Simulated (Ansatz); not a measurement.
# Abstraction of H: Te(CH3)2 + CH3 → Te(CH2)(CH3) + CH4

Species: Te(CH3)2 (dimethyl telluride), singlet; CH3 (methyl radical) `[CH3]`, doublet; Te(CH2)(CH3), doublet; CH4 (methane) `C`, singlet. A radical takes H: the energy is the difference in strength between two C–H bonds in different surroundings.

Shapes, held fixed at every level: PBE0-D4/def2-TZVP. Flexible molecules stand in one conformer, not always the lowest. Programs: Ansatz 0.2.0. The zero-point and thermal change to 298 K, harmonic and unscaled (PBE0-D4/def2-TZVP), is +1.9 kJ/mol.

```csv
level,kind,ΔH(298 K) (kJ/mol),less CCSD(T)/def2-TZVPP,CPU time (sum over the molecules)
SPW92/def2-TZVPP,LDA,-55.0,-24.9,9.3 s
PBE-D4/def2-TZVPP,GGA,-41.8,-11.7,19 s
BHLYP-D4/def2-TZVPP,global hybrid,-27.5,+2.6,26 s
wB97M-V/def2-TZVPP,range-separated hybrid,-31.4,-1.3,82 s
MP2/def2-TZVPP,perturbation theory,-22.2,+7.9,–
CCSD/def2-SVP,coupled cluster or CI,-22.7,+7.4,–
CCSD(T)/def2-TZVPP,coupled cluster or CI,-30.1,0.0,17 min
```

The highest level, CCSD(T)/def2-TZVPP, gives ΔH(298 K) = -30.1 kJ/mol; the levels span -55.0 to -22.2. The column of differences is taken from that level and isn't an error. No measured value is set beside it here. Open shells run unrestricted unless RO is named. For atoms past krypton def2 sets carry core potentials with scalar relativity. Correlated rows may include outer-core shells of Te, which these sets cover unevenly. Times are processor times on shared x86 and Arm servers, and rough.

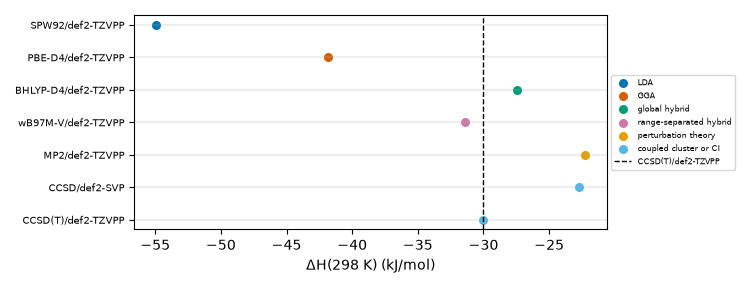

The values of the table, level by level.
